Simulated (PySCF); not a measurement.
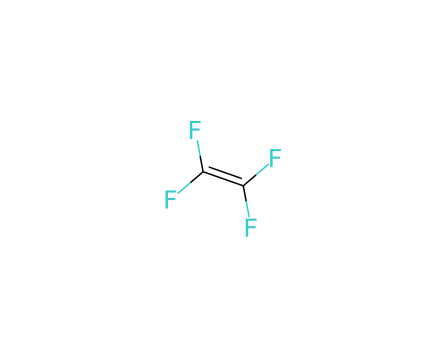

A structural formula.

**Write the SMILES.**

FC(F)=C(F)F

**What is the molecular formula?**

C2F4.

**An optimisation with PBE0-D3(BJ)/def2-SVP gave a structure of which point group?**

D2h.

More results for the same structure follow; atom numbers are the same in all pictures, views and colours differ. Computed geometry: PBE0-D3(BJ)/def2-SVP optimisation. No frequency run is at hand to confirm it as a minimum.

**Geometry**

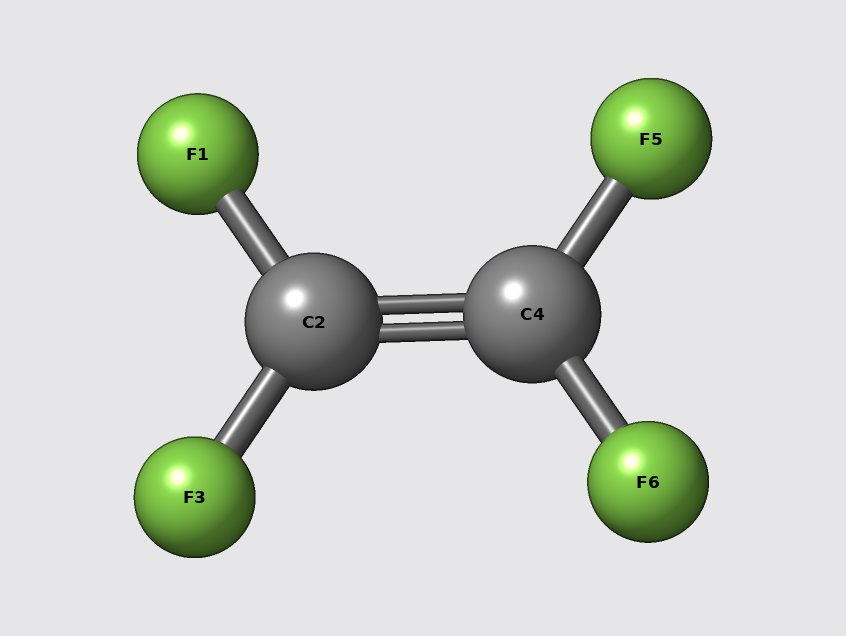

The atoms are numbered. No frequency run is at hand to confirm it as a minimum.

Which atoms are bonded, and how long are the bonds?

```tsv
bond	length (Å)	order
F1–C2	1.309	single
C2–F3	1.309	single
C2–C4	1.330	double
C4–F5	1.309	single
C4–F6	1.309	single
```

**Polarisability**

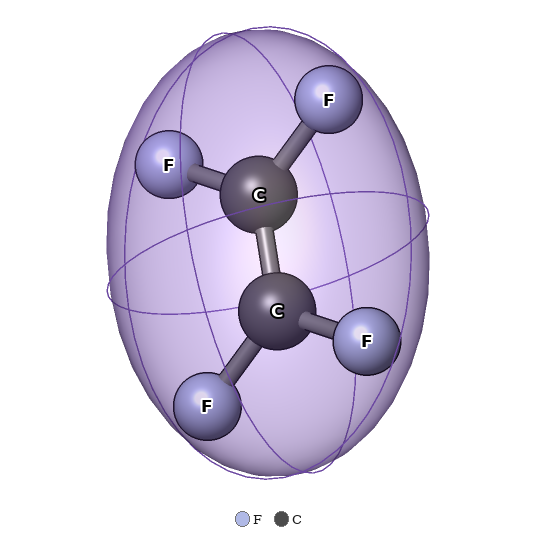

The ellipsoid shows the static dipole polarisability: its half-axes are proportional to the principal values. No frequency run is at hand to confirm it as a minimum. Computed with PBE0/aug-cc-pVTZ (PySCF 2.14.0).

**How large and how anisotropic is the polarisability?**

Principal values 21.2, 28.9, 37.8 bohr³; mean 29.3 bohr³ (4.34 Å³); anisotropy 14.4 bohr³, so the longest axis is 1.79 times the shortest.

**Core levels**

No frequency run is at hand to confirm it as a minimum. Level of theory: delta-SCF UKS B3LYP, pcX-2 on the ionised atom, pcseg-1 elsewhere, spin-free X2C (PySCF 2.14.0).

Give the core-electron binding energies (to vacuum) of F1 1s, C2 1s.

```csv
atom,level,binding energy (eV)
F1,1s,694.6
C2,1s,296.3
```

**Excitation**

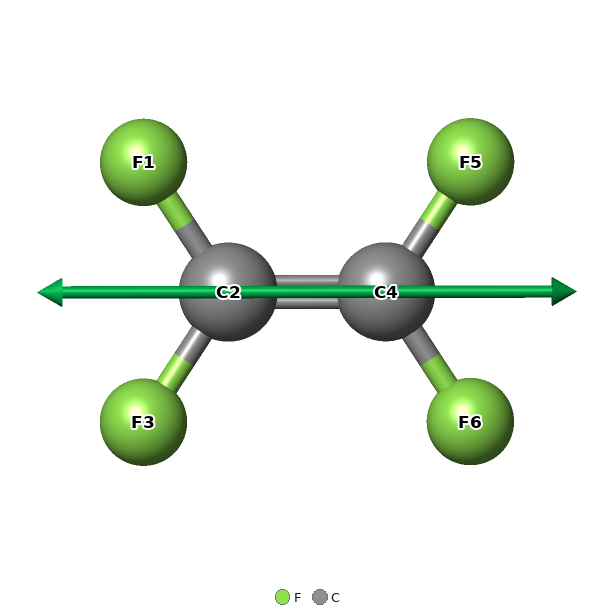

The double arrow shows the direction of the transition dipole to excited singlet state 3 (its length means nothing). No frequency run is at hand to confirm it as a minimum. Method: TDDFT PBE0/def2-TZVP, vertical, gas phase, core orbitals frozen in the response (PySCF 2.14.0).

**How is the transition polarised?**

In the molecular plane, nearly parallel to the C2–C4 bond.

**Give its energy, strength and character.**

8.36 eV (148 nm), oscillator strength 0.41, mainly HOMO → LUMO (weight 0.96); transition dipole 3.58 D.
